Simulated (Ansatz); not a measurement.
C16H10 (SMILES c1cc2ccc3cccc4ccc(c1)c2c34) (charge +1, doublet)

Input

```
crystal:
  periodic: [false, false, false]
  atoms:
    - {symbol: C, position_ang: [3.525966, 0.342163, 0.105293]}
    - {symbol: C, position_ang: [2.948977, -0.928127, 0.102839]}
    - {symbol: C, position_ang: [1.534311, -1.091956, 0.060929]}
    - {symbol: C, position_ang: [0.926341, -2.373816, 0.057874]}
    - {symbol: C, position_ang: [-0.454853, -2.507845, 0.016809]}
    - {symbol: C, position_ang: [-1.296846, -1.366688, -0.023350]}
    - {symbol: C, position_ang: [-2.716602, -1.477909, -0.065787]}
    - {symbol: C, position_ang: [-3.525989, -0.342152, -0.104582]}
    - {symbol: C, position_ang: [-2.948985, 0.928131, -0.102583]}
    - {symbol: C, position_ang: [-1.534307, 1.091955, -0.061050]}
    - {symbol: C, position_ang: [-0.926338, 2.373816, -0.057993]}
    - {symbol: C, position_ang: [0.454855, 2.507845, -0.016895]}
    - {symbol: C, position_ang: [1.296849, 1.366687, 0.023236]}
    - {symbol: C, position_ang: [2.716593, 1.477913, 0.066023]}
    - {symbol: C, position_ang: [0.705035, 0.068416, 0.020981]}
    - {symbol: C, position_ang: [-0.705036, -0.068415, -0.020969]}
    - {symbol: H, position_ang: [4.612974, 0.447633, 0.136920]}
    - {symbol: H, position_ang: [3.583381, -1.818824, 0.133601]}
    - {symbol: H, position_ang: [1.560488, -3.264548, 0.088297]}
    - {symbol: H, position_ang: [-0.906749, -3.503966, 0.014802]}
    - {symbol: H, position_ang: [-3.168778, -2.474048, -0.067284]}
    - {symbol: H, position_ang: [-4.612955, -0.447640, -0.137569]}
    - {symbol: H, position_ang: [-3.583395, 1.818831, -0.133149]}
    - {symbol: H, position_ang: [-1.560473, 3.264543, -0.088806]}
    - {symbol: H, position_ang: [0.906766, 3.503960, -0.015391]}
    - {symbol: H, position_ang: [3.168761, 2.474055, 0.067805]}
basis:
  gaussian: {orbitals: def2-SVP, initial_orbitals: start.molden}
total_charge: 1
magnetization: {spin_polarized: true, initial_magnetization: 1}
hamiltonian: {xc: pbe0, dispersion: d4}
scf: {omitted_lower_state_checks: [starts]}
output: {orbitals: {seedname: orbitals}}
```

Launched as:

```sh
ansatz run in.yaml --threads 4 --pin off --events-out ev --progress --plain --max-ram 9574MiB
```

Geometry: r2SCAN-D4/def2-SVP.

Level of theory: UKS PBE0-D4/def2-SVP in Ansatz.

Question: Predict the electron density, electron localisation function and spin density between the atoms.

Answer: C–C (1.39 Å): the density is about 2.1 e/Å³ at the midpoint; the ELF peaks at about 0.95 between the atoms (localised, covalent bonding).
C–H (1.09 Å): ρ at the midpoint is about 2 e/Å³; the ELF climbs to about 1 towards the hydrogen, as it does in any bond to H (a covalent bond by its length).
The unpaired spin (1 electron) lies mostly on C2 (about 0.2), C7 (about 0.2), C14 (about 0.2), C9 (about 0.2), C11 (about 0.1), C12 (about 0.1) and C5 (about 0.1), in electrons by Hirshfeld's partition.

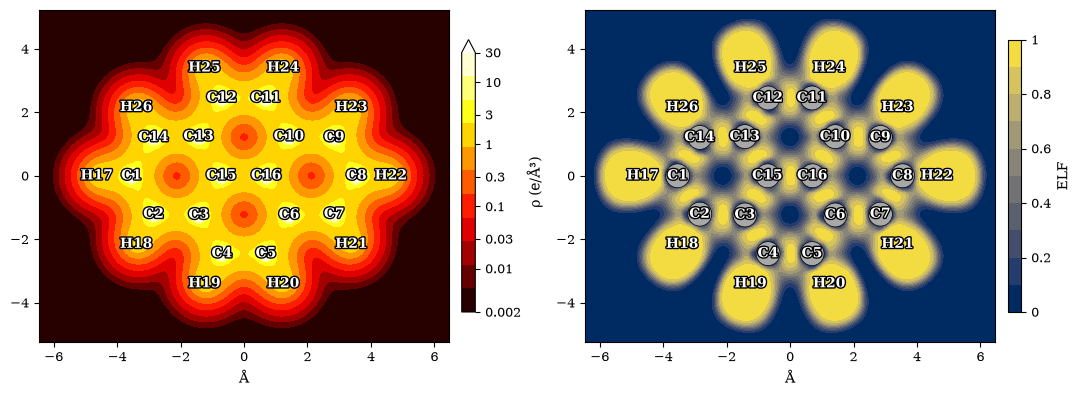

Computed electron density and electron localisation function on the molecular plane, in this order. Grey discs cover the atomic cores in the ELF map. 
